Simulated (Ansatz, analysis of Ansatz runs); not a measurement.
**Migration in La2PbS4 (I-42d): Pb_i by the interstitialcy path, charge 0**

How high is the barrier when Pb changes place in La2PbS4 (I-42d)? The case: Pb_i by the interstitialcy path, charge 0, in a cell of 56 host atoms with 1 Pb put in.

Calculated with Ansatz 0.2.0; plane-wave PAW DFT, PBEsol; relaxation of all atoms of a defect supercell.

## (1) The structure

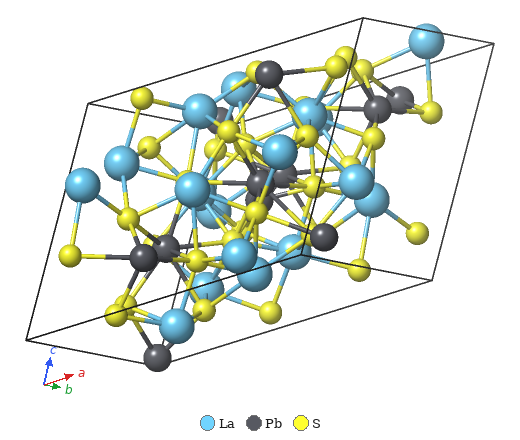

The starting structure, seen slightly off an axis (lanthanum blue, lead dark grey, sulfur yellow). Some periodic images of atoms are drawn too.

The cell holds 57 atoms: 16 La, 9 Pb and 32 S. Cell: a = 12.256 Å, b = 12.256 Å, c = 12.285 Å, α = 59.9°, β = 59.9°, γ = 60.2°. It derives from La2PbS4 (space group I-42d). Nearest the centre at fractional (0.564, 0.249, 0.876): Pb57 at 1.32 Å, Pb19 at 1.32 Å, S26 at 2.37 Å, S50 at 2.37 Å, S31 at 2.45 Å, La6 at 3.11 Å, La3 at 3.17 Å, S36 at 3.33 Å.

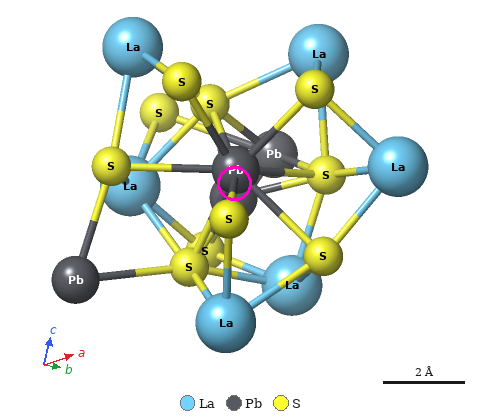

The atoms within 5 Å of the centre. A ring marks the centre wherever it is empty.

The cell's shortest repeat is 12.3 Å.

## (2) Relaxation of the start point, charge 0

The ends come first: from an unrelaxed start the top is counted from too high an energy, and the barrier comes out too low. Small random displacements break the symmetry of the ideal sites, so that the defect can distort if it gains by it. A width of 0.01 eV lets levels that lie close at the Fermi energy share an electron.

A first try with fixed occupations did not converge, so this run has a small smearing.

q0.start_smeared/input.yaml

```yaml
crystal:
  lattice:
    - [0.0, 8.68700356, 8.64614061]
    - [8.68700356, 0.0, 8.64614061]
    - [8.68700356, 8.68700356, 0.0]
  atoms:
    - { symbol: La, position: [0.12006091, 0.00493909, 0.12993909] }
    - { symbol: La, position: [0.37006091, 0.25493909, 0.37993909] }
    - { symbol: La, position: [0.62006091, 0.50493909, 0.62993909] }
    - { symbol: La, position: [0.87006091, 0.75493909, 0.87993909] }
    - { symbol: La, position: [0.00493909, 0.12006091, 0.74506091] }
    - { symbol: La, position: [0.25493909, 0.37006091, 0.99506091] }
    - { symbol: La, position: [0.50493909, 0.62006091, 0.24506091] }
    - { symbol: La, position: [0.75493909, 0.87006091, 0.49506091] }
    - { symbol: La, position: [0.24506091, 0.62993909, 0.62006091] }
    - { symbol: La, position: [0.49506091, 0.87993909, 0.87006091] }
    - { symbol: La, position: [0.74506091, 0.12993909, 0.12006091] }
    - { symbol: La, position: [0.99506091, 0.37993909, 0.37006091] }
    - { symbol: La, position: [0.12993909, 0.74506091, 0.00493909] }
    - { symbol: La, position: [0.37993909, 0.99506091, 0.25493909] }
    - { symbol: La, position: [0.62993909, 0.24506091, 0.50493909] }
    - { symbol: La, position: [0.87993909, 0.49506091, 0.75493909] }
    - { symbol: Pb, position: [0.125, 0.625, 0.375] }
    - { symbol: Pb, position: [0.375, 0.875, 0.625] }
    - { symbol: Pb, position: [0.625, 0.125, 0.875] }
    - { symbol: Pb, position: [0.875, 0.375, 0.125] }
    - { symbol: Pb, position: [0.0, 0.0, 0.5] }
    - { symbol: Pb, position: [0.25, 0.25, 0.75] }
    - { symbol: Pb, position: [0.5, 0.5, 0.0] }
    - { symbol: Pb, position: [0.75, 0.75, 0.25] }
    - { symbol: S, position: [0.22082915, 0.97337449, 0.85559432] }
    - { symbol: S, position: [0.47082915, 0.22337449, 0.10559432] }
    - { symbol: S, position: [0.72082915, 0.47337449, 0.35559432] }
    - { symbol: S, position: [0.97082915, 0.72337449, 0.60559432] }
    - { symbol: S, position: [0.23059432, 0.82520204, 0.34582915] }
    - { symbol: S, position: [0.48059432, 0.07520204, 0.59582915] }
    - { symbol: S, position: [0.73059432, 0.32520204, 0.84582915] }
    - { symbol: S, position: [0.98059432, 0.57520204, 0.09582915] }
    - { symbol: S, position: [0.07520204, 0.48059432, 0.84837449] }
    - { symbol: S, position: [0.32520204, 0.73059432, 0.09837449] }
    - { symbol: S, position: [0.57520204, 0.98059432, 0.34837449] }
    - { symbol: S, position: [0.82520204, 0.23059432, 0.59837449] }
    - { symbol: S, position: [0.09837449, 0.84582915, 0.73059432] }
    - { symbol: S, position: [0.34837449, 0.09582915, 0.98059432] }
    - { symbol: S, position: [0.59837449, 0.34582915, 0.23059432] }
    - { symbol: S, position: [0.84837449, 0.59582915, 0.48059432] }
    - { symbol: S, position: [0.10559432, 0.20020204, 0.22337449] }
    - { symbol: S, position: [0.35559432, 0.45020204, 0.47337449] }
    - { symbol: S, position: [0.60559432, 0.70020204, 0.72337449] }
    - { symbol: S, position: [0.85559432, 0.95020204, 0.97337449] }
    - { symbol: S, position: [0.09582915, 0.34837449, 0.57520204] }
    - { symbol: S, position: [0.34582915, 0.59837449, 0.82520204] }
    - { symbol: S, position: [0.59582915, 0.84837449, 0.07520204] }
    - { symbol: S, position: [0.84582915, 0.09837449, 0.32520204] }
    - { symbol: S, position: [0.20020204, 0.10559432, 0.47082915] }
    - { symbol: S, position: [0.45020204, 0.35559432, 0.72082915] }
    - { symbol: S, position: [0.70020204, 0.60559432, 0.97082915] }
    - { symbol: S, position: [0.95020204, 0.85559432, 0.22082915] }
    - { symbol: S, position: [0.22337449, 0.47082915, 0.20020204] }
    - { symbol: S, position: [0.47337449, 0.72082915, 0.45020204] }
    - { symbol: S, position: [0.72337449, 0.97082915, 0.70020204] }
    - { symbol: S, position: [0.97337449, 0.22082915, 0.95020204] }
    - { symbol: Pb, position: [0.502062, 0.372938, 0.877062] }
basis:
  ecutwfc: 420
  xc_grid: 2
hamiltonian:
  xc: pbesol
kpoints:
  mp_grid: { grid: [1, 1, 1], shift: [0.25, 0.25, 0.25] }
scf:
  occupations: { method: fermi_dirac, width: 0.01 }
  max_iter: 150
output:
  forces: true
relax:
  f_tol: 0.02
  max_steps: 70
  random_displacement: { amplitude: 0.03, seed: 4893 }
```

Started as:

```console
ansatz run input.yaml --threads 32 --pin off --max-ram 84787MiB --backend cuda --events-out ev --progress --plain --runs-dir out --max-vram 78GiB
```

Numbers of over 12 decimals in the logs are rounded to 6 here.

What it wrote:

```text
[... repeated set-up lines and file paths are left out, and long positions are rounded to six places ...]
The last accepted step is kept in <dir> (removed where the run ends without a failure and the disk answers)
Engine: ansatz 0.2.0, aarch64-unknown-linux-gnu
Pseudopotentials: kind: paw
Pseudopotential: La, paw, valence charge 11, recommended cutoff 420 eV (normal), La.paw.azcp
Pseudopotential: Pb, paw, valence charge 14, recommended cutoff 420 eV (normal), Pb.paw.azcp
Pseudopotential: S, paw, valence charge 6, recommended cutoff 420 eV (normal), S.paw.azcp
Functional definition: PBEsol
  exchange = pbesol_x
  correlation = pbesol_c
[...]
Crystal: 57 atoms, lattice volume = 1304.945 Å³
Basis set: ecut = 420 eV, 25557 PW (Γ), exchange–correlation on 180×180×180 points (8 copies of the dense FFT grid, shifted against one another)
Bands: 304, of which v1, the nominal top of the filled ones, is band 247 counted from 1 (246 counted from 0)
Symmetry: 1 space group operations
k-points: 1
Non-local potential: La, projectors of the file, l = 0: 3, l = 1: 2, l = 2: 2, l = 3: 3
Non-local potential: Pb, projectors of the file, l = 0: 2, l = 1: 2, l = 2: 2, l = 3: 2
Non-local potential: S, projectors of the file, l = 0: 2, l = 1: 2, l = 2: 2
PAW form: soft (Blöchl's): semilocal exchange-correlation on the pseudo side does not see the compensation charge
PAW frozen core: La, regenerated for the run's functional, and the local potential with it (the file was generated under x = pbe(κ = 0.804, μ = 0.219515), c = pbe(β = 0.066725))
PAW frozen core: Pb, regenerated for the run's functional, and the local potential with it (the file was generated under x = pbe(κ = 0.804, μ = 0.219515), c = pbe(β = 0.066725))
PAW frozen core: S, regenerated for the run's functional, and the local potential with it (the file was generated under x = pbe(κ = 0.804, μ = 0.219515), c = pbe(β = 0.066725))
PAW one-centre angular grid: La, 590 points (default); XC on 64 Gauss nodes
PAW one-centre angular grid: Pb, 590 points (default); XC on 64 Gauss nodes
PAW one-centre angular grid: S, 110 points (default); XC on 64 Gauss nodes
Initial density: superposition of atomic densities (neutral atoms: chi_scale 0, normalization atom), corrected by the library's trained network
Initial wavefunctions: pseudopotential atomic-orbital guess
[...]
Functional: x = pbesol(κ = 0.804, μ = 0.123457), c = pbesol(β = 0.046)
SCF iter   1: F=—  HF=-232779.287369 eV  |F-HF|=—  |Δ(HF+E_count)|=         —  Δρ=7.81e-3  dr2=1.97e0  ethr=1.77e-3  ⟨swp⟩=9.0  Hψ=1580  notcnv=0  defer=41
preconditioner: auto → Resta (q_TF=auto, 2.320 Å⁻¹)  ε∞=4.5  [insulator: Δε(μ)=0.089 eV  Ē_g=11.854 eV  σ=0.010 eV  W_gap=0.98  n_scr=282 (ndim 8)  ℏωp=22.1 eV  f_vac=0.000  D(μ)=4.50/eV (n_scr^D=14)  ε∞_Penn≈4.5]
SCF iter   2: F=—  HF=-232779.119595 eV  |F-HF|=—  |Δ(HF+E_count)|=   1.68e-1  Δρ=5.67e-3  dr2=1.26e0  ethr=3.99e-4  ⟨swp⟩=4.0  Hψ=479  notcnv=0  defer=46
[...]
SCF iter   9: F=-232778.988053 eV  HF=-232778.988053 eV  |F-HF|=1.05e-7  |Δ(HF+E_count)|=   1.25e-8  Δρ=7.17e-6  dr2=1.12e-6  ethr=2.02e-9  ⟨swp⟩=6.0  Hψ=915  notcnv=0
SCF 1 converged in 9 iterations: F = -232778.988053 eV  dr2 = 1.12e-6
  greatest PAW one-centre occupation: 0.981 electrons in one spin orbital (limit 2), on the Pb atom at site 21 (counted from 0), in its partial waves of l = 2
relax step   1: F+E_penalty+E_count = -232778.98805263 eV  Δ(F+E_penalty+E_count) = +0.000e0 eV  max|allowed force component| = 4.752e0 eV/Å  Δτ_max = 0.0000 Å  (9 SCF iters, dr2 threshold 1.00e-5 eV, accepted)
[... the SCF cycles and remarks between the steps are left out from here to the last step ...]
relax step   2: F+E_penalty+E_count = -232782.80137364 eV  Δ(F+E_penalty+E_count) = -3.813e0 eV  max|allowed force component| = 1.837e0 eV/Å  Δτ_max = 0.1950 Å  (8 SCF iters, dr2 threshold 1.00e-4 eV, accepted)
relax step   3: F+E_penalty+E_count = -232784.38384389 eV  Δ(F+E_penalty+E_count) = -1.582e0 eV  max|allowed force component| = 6.023e-1 eV/Å  Δτ_max = 0.2000 Å  (7 SCF iters, dr2 threshold 1.00e-4 eV, accepted)
relax step   6: F+E_penalty+E_count = -232784.86597638 eV  Δ(F+E_penalty+E_count) = -1.271e-1 eV  max|allowed force component| = 7.202e-1 eV/Å  Δτ_max = 0.0767 Å  (6 SCF iters, dr2 threshold 5.74e-5 eV, accepted)
relax step   9: F+E_penalty+E_count = -232785.31080293 eV  Δ(F+E_penalty+E_count) = -9.731e-2 eV  max|allowed force component| = 1.920e-1 eV/Å  Δτ_max = 0.1195 Å  (5 SCF iters, dr2 threshold 9.77e-5 eV, accepted)
relax step  12: F+E_penalty+E_count = -232785.58706606 eV  Δ(F+E_penalty+E_count) = -6.464e-2 eV  max|allowed force component| = 1.994e-1 eV/Å  Δτ_max = 0.1942 Å  (6 SCF iters, dr2 threshold 1.15e-5 eV, accepted)
[...]
SCF 14 converged in 5 iterations: F = -232785.641077 eV  dr2 = 5.68e-6
[...]
relax step  15: F+E_penalty+E_count = -232785.66064065 eV  Δ(F+E_penalty+E_count) = -1.956e-2 eV  max|allowed force component| = 7.448e-2 eV/Å  Δτ_max = 0.1524 Å  (5 SCF iters, dr2 threshold 3.32e-5 eV, accepted)
[...]
SCF 17 converged in 6 iterations: F = -232785.667580 eV  dr2 = 5.76e-8
[...]
atoms:
    - { symbol: La, position: [0.117494, 0.011783, 0.128594] }
    - { symbol: La, position: [0.359746, 0.262308, 0.390086] }
    - { symbol: La, position: [0.615275, 0.519179, 0.620835] }
    - { symbol: La, position: [0.877858, 0.731309, 0.872977] }
    - { symbol: La, position: [0.011876, 0.121415, 0.748027] }
    - { symbol: La, position: [0.224187, 0.385240, 1.019457] }
    - { symbol: La, position: [0.504819, 0.624088, 0.244873] }
    - { symbol: La, position: [0.756168, 0.866924, 0.490823] }
    - { symbol: La, position: [0.241897, 0.639935, 0.615446] }
    - { symbol: La, position: [0.492754, 0.888482, 0.867537] }
    - { symbol: La, position: [0.735363, 0.142179, 0.128170] }
    - { symbol: La, position: [0.989073, 0.384122, 0.376542] }
    - { symbol: La, position: [0.132153, 0.748886, 0.005738] }
    - { symbol: La, position: [0.382947, 0.999311, 0.253250] }
    - { symbol: La, position: [0.635361, 0.243168, 0.497225] }
    - { symbol: La, position: [0.877375, 0.495468, 0.752998] }
    - { symbol: Pb, position: [0.124094, 0.630772, 0.374019] }
    - { symbol: Pb, position: [0.372453, 0.879274, 0.625283] }
    - { symbol: Pb, position: [0.746154, 0.029861, 0.840762] }
    - { symbol: Pb, position: [0.867706, 0.375080, 0.129542] }
    - { symbol: Pb, position: [0.004421, 0.002023, 0.497418] }
    - { symbol: Pb, position: [0.251209, 0.256843, 0.748070] }
    - { symbol: Pb, position: [0.493865, 0.510011, -0.000424] }
    - { symbol: Pb, position: [0.750775, 0.757942, 0.246351] }
    - { symbol: S, position: [0.222965, 0.977980, 0.856784] }
    - { symbol: S, position: [0.449362, 0.232009, 0.143126] }
    - { symbol: S, position: [0.721663, 0.477214, 0.354102] }
    - { symbol: S, position: [0.974148, 0.717465, 0.603883] }
    - { symbol: S, position: [0.230075, 0.833206, 0.342249] }
    - { symbol: S, position: [0.473996, 0.081752, 0.597252] }
    - { symbol: S, position: [0.725989, 0.331158, 0.846656] }
    - { symbol: S, position: [0.973020, 0.585246, 0.097029] }
    - { symbol: S, position: [0.077562, 0.479501, 0.847855] }
    - { symbol: S, position: [0.325642, 0.735598, 0.098213] }
    - { symbol: S, position: [0.574057, 0.979232, 0.352649] }
    - { symbol: S, position: [0.824454, 0.231811, 0.597756] }
    - { symbol: S, position: [0.088901, 0.849175, 0.739019] }
    - { symbol: S, position: [0.342691, 0.109396, 0.980117] }
    - { symbol: S, position: [0.593181, 0.355501, 0.233985] }
    - { symbol: S, position: [0.845419, 0.596900, 0.483301] }
    - { symbol: S, position: [0.096605, 0.199992, 0.235518] }
    - { symbol: S, position: [0.346948, 0.461819, 0.464008] }
    - { symbol: S, position: [0.599376, 0.705007, 0.723752] }
    - { symbol: S, position: [0.880441, 0.957131, 0.998562] }
    - { symbol: S, position: [0.089944, 0.351309, 0.577747] }
    - { symbol: S, position: [0.340644, 0.597415, 0.825162] }
    - { symbol: S, position: [0.604271, 0.847863, 0.071018] }
    - { symbol: S, position: [0.847849, 0.100294, 0.320617] }
    - { symbol: S, position: [0.198483, 0.106241, 0.474171] }
    - { symbol: S, position: [0.450030, 0.387380, 0.667405] }
    - { symbol: S, position: [0.693444, 0.603116, 0.970253] }
    - { symbol: S, position: [0.955665, 0.853187, 0.230544] }
    - { symbol: S, position: [0.210423, 0.480370, 0.206691] }
    - { symbol: S, position: [0.470623, 0.729053, 0.445237] }
    - { symbol: S, position: [0.725652, 0.953096, 0.681382] }
    - { symbol: S, position: [0.969423, 0.227618, 0.950186] }
    - { symbol: Pb, position: [0.522335, 0.253757, 0.886265] }
```

Wall time 11 s (1 × NVIDIA GB200 with 32 threads of Arm Neoverse V2, shared host); peak memory 1.5 GiB; 47 s of CPU time.

Step by step:

| step | energy less that of the first step (eV) | largest force component (eV/Å) |
| --- | --- | --- |
| 1 | 0.0000 | 4.7521 |
| 2 | -3.8133 | 1.8366 |
| 3 | -5.3958 | 0.6023 |
| 4 | -5.7316 | 0.2468 |
| 5 | -5.7508 | 0.5847 |
| 6 | -5.8779 | 0.7202 |
| 7 | -6.0926 | 0.3624 |
| 8 | -6.2254 | 0.6211 |
| 9 | -6.3227 | 0.1920 |
| 10 | -6.4337 | 0.1648 |
| 11 | -6.5344 | 0.1328 |
| 12 | -6.5990 | 0.1994 |
| 13 | -6.6267 | 0.2146 |
| 14 | -6.6530 | 0.1978 |
| 15 | -6.6726 | 0.0745 |
| 16 | -6.6784 | 0.0485 |
| 17 | -6.6795 | 0.0172 |

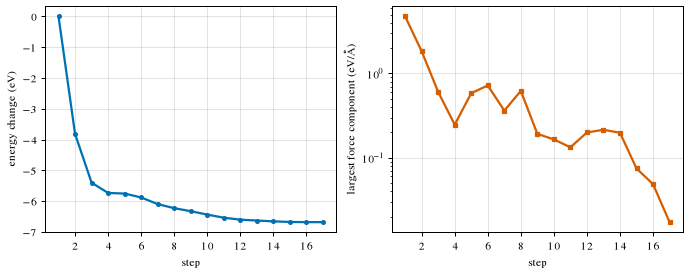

Energy and largest force along the relaxation.

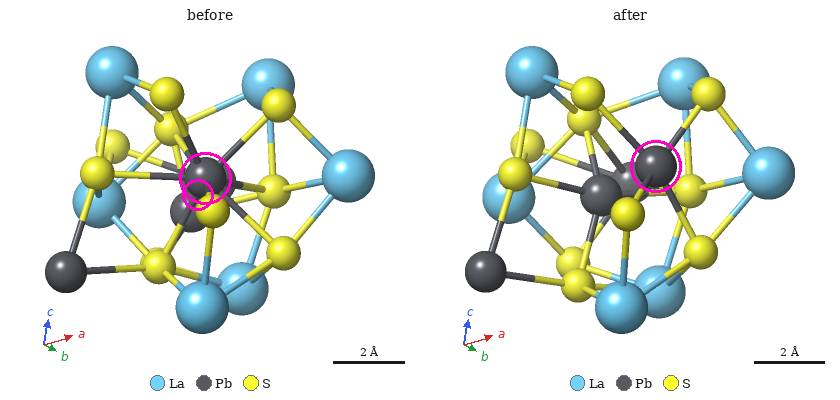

Before and after: the atoms that start within 5 Å of the centre. Pb19, which moves most, is ringed if it is among them. A ring with no atom in it marks the empty centre.

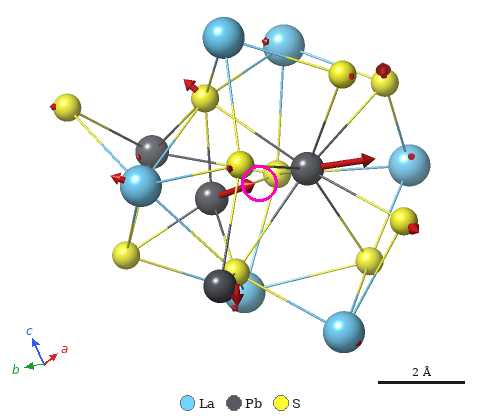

Displacements in the relaxation from the typed sites near the centre, scaled, the mean shift taken out; the longest in the cell stands for 1.37 Å. A ring marks the centre wherever it is empty.

The atoms that moved most (Å, from the sites as typed, ahead of the random displacement, the mean shift of all atoms taken out):

| atom | dx | dy | dz | length |
| --- | --- | --- | --- | --- |
| Pb19 | -1.127 | 0.754 | 0.221 | 1.374 |
| Pb57 | -0.958 | 0.255 | -0.860 | 1.312 |
| S44 | 0.276 | 0.434 | 0.270 | 0.581 |
| S50 | -0.191 | -0.467 | 0.269 | 0.572 |
| S26 | 0.398 | 0.138 | -0.115 | 0.437 |
| S55 | -0.321 | -0.145 | -0.138 | 0.378 |
| La6 | 0.341 | -0.056 | -0.139 | 0.372 |
| La4 | -0.269 | 0.006 | -0.141 | 0.304 |

Neighbours of Pb57 at the end:

| atom | distance (Å) |
| --- | --- |
| S50 | 2.688 |
| S26 | 2.719 |
| Pb19 | 2.806 |
| S31 | 2.836 |
| S38 | 2.932 |
| La6 | 3.069 |
| La3 | 3.442 |
| S46 | 3.526 |

Read from the output:

```yaml
free_energy: -232785.6676 eV
r_m_s_move_of_the_farther_half_of_the_atoms: 0.07627 Å
largest_move_from_the_ideal_geometry_of_this_structure_a_common_shift_of_the_far_atoms_taken_out: 1.387 Å
```

The relaxation gained 6.680 eV and ended with a largest force component of 0.017 eV/Å.

[end of part 1 of 2]

[Logs are printed without paths, hosts, clocks, repeated set-up lines and the standing remarks that a program may print on its own settings, such as how far it seeks lower states.]

[Hosts, paths, dates, database ids (printed as entryN), source tags and the programs' standing remarks are cut or masked in the printed files.]
